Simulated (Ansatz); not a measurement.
Na₂Te (anti-fluorite)

```cif
data_Na8Te4
_chemical_formula_sum 'Na8 Te4'
_space_group_name_H-M_alt 'Fm-3m'
_space_group_IT_number 225
_space_group_name_Hall '-F 4 2 3'
_cell_length_a 7.27865
_cell_length_b 7.27865
_cell_length_c 7.27865
_cell_angle_alpha 90.000
_cell_angle_beta 90.000
_cell_angle_gamma 90.000
loop_
_atom_site_label
_atom_site_type_symbol
_atom_site_symmetry_multiplicity
_atom_site_Wyckoff_symbol
_atom_site_fract_x
_atom_site_fract_y
_atom_site_fract_z
_atom_site_occupancy
Na1 Na 8 c 0.25000 0.25000 0.25000 1
Te1 Te 4 a 0.00000 0.00000 0.00000 1
```
(The calculation used a cell of 3 atoms; values per cell refer to that cell.)

The volume is varied about the relaxed value V₀ at fixed cell shape. Symmetry pins the atoms to their sites.

Level of theory: r2SCAN (plane waves to 500 eV, PAW, scalar-relativistic; Ansatz, an electronic-structure program). k mesh 8×8×8 (Γ-centred), Fermi-Dirac smearing 0.05 eV. The energy includes the smearing's −TS. Stress and pressure are positive under compression. Na2Te was relaxed with its symmetry unable to fall. Spin-orbit coupling is left out, though Te is heavy. The zero of ΔE is the relaxed starting cell.

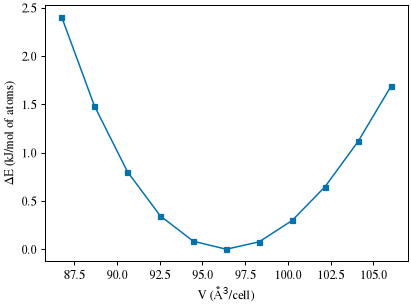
Figure. ΔE (kJ/mol of atoms) against V (Å³/cell); computed points joined by lines.

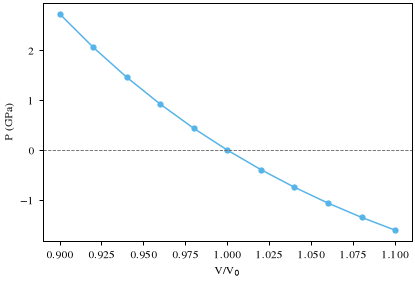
*P (GPa) against V/V₀; computed points joined by lines.*

The pressure for 5 % compression (fit) is 1.2 GPa, the pressure derivative B₀′ (fit) is 4.3 and the equilibrium volume of the fit is 32.14 Å³/atom. The energy cost of the largest compression comes out as 25.0 meV/atom and the bulk modulus B₀ (third-order Birch-Murnaghan fit) comes out as 20.7 GPa.

P = (3B₀/2)(x⁷ − x⁵)[1 + ¾(B₀′ − 4)(x² − 1)] with x = (1/0.95)^(1/3), B₀ = 20.7 GPa and B₀′ = 4.30.

(A scan under strain: stresses follow from slopes of the energy per volume, elastic moduli from its curvatures.)
